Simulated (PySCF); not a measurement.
**ZrH₄: relaxation and vibrations of the singlet**

The task is one start of a wider search on ZrH₄: the singlet, from a tetrahedral start. It is relaxed, tested by its Hessian and followed downhill if it is a saddle.

Computed with PySCF 2.14.0. Level: PBE0, basis Zr x2c-TZVPall, H x2c-TZVPall, spin-free X2C, no spin–orbit coupling, density fitting.

## Step 1: Starting geometry

5 atoms, charge 0, spin multiplicity 1.

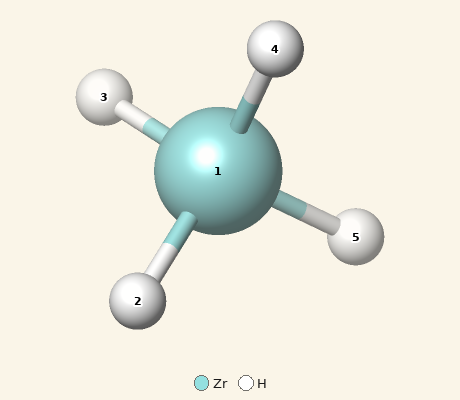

The starting geometry (zirconium light teal, hydrogen white); atoms are numbered from 1 in the order of the file.

```xyz
5
charge 0 multiplicity 1
Zr    0.0000    0.0000    0.0000
H     1.5187    0.0000    1.0739
H    -1.5187    0.0000    1.0739
H     0.0000    1.5188   -1.0739
H     0.0000   -1.5187   -1.0739
```

## Step 2: Tetrahedral start, singlet: relaxation

The steps below are one call of a driver around PySCF. For each, scf.py gives the equivalent set-up of the SCF; relaxations use the driver's own optimiser. Before each start the driver seeks the lowest SCF state from one or more starting densities and follows internal instabilities, so scf.py alone need not reach the same state.

The program finds Td symmetry in the start, which this walk keeps.

The input, scf.py:

```python
from pyscf import gto, scf, dft
mol = gto.M(atom='''
Zr    -0.000000    -0.000000    -0.000000
H      1.518727    -0.000048     1.073903
H     -1.518727    -0.000000     1.073903
H      0.000024     1.518752    -1.073868
H     -0.000024    -1.518703    -1.073937''',
    basis={'Zr': 'x2c-TZVPall', 'H': 'x2c-TZVPall'},
    nucmod='G',
    charge=0, spin=0)
mf = dft.RKS(mol, xc='PBE0')
mf.grids.atom_grid = (50, 194)
aux = {'Zr': 'AutoAux', 'H': 'AutoAux'}  # AutoAux: made from the orbital basis
mf = mf.density_fit(auxbasis=aux).sfx2c1e()
mf.kernel()
```

After this run come: Is it a minimum? Harmonic modes.

What does the calculation give? Wanted: minimum; geometry; wavenumbers; dipole moment; highest occupied, lowest empty level; polar-tensor charge of Zr1; zero-point energy.

**Answer**, as computed:

| quantity | value |
| --- | --- |
| minimum | singlet, Td |
| geometry | Zr–H 1.841 Å (×4); H–Zr–H 109.5° (×6) |
| wavenumbers (cm⁻¹) | 527 (t2), 615 (e), 1686 (t2), 1752 (a1) |
| dipole moment | 0.00 D |
| highest occupied, lowest empty level | -8.54, -2.45 eV |
| polar-tensor charge of Zr1 | +1.68 e |
| zero-point energy | 57.5 kJ/mol |
| entropy at 298.15 K | 232.0 J/(mol K) |

What this shows: The tetrahedral start keeps its Td symmetry and ends in a minimum. In the infrared the band at 1686 cm⁻¹ (t2, stretch) leads. Zr1 has a polar-tensor charge of +1.7 e (a dipole derivative, not a static charge), yet symmetry cancels the bond dipoles. Only this shape and spin were tried, so other structures or states may lie lower.
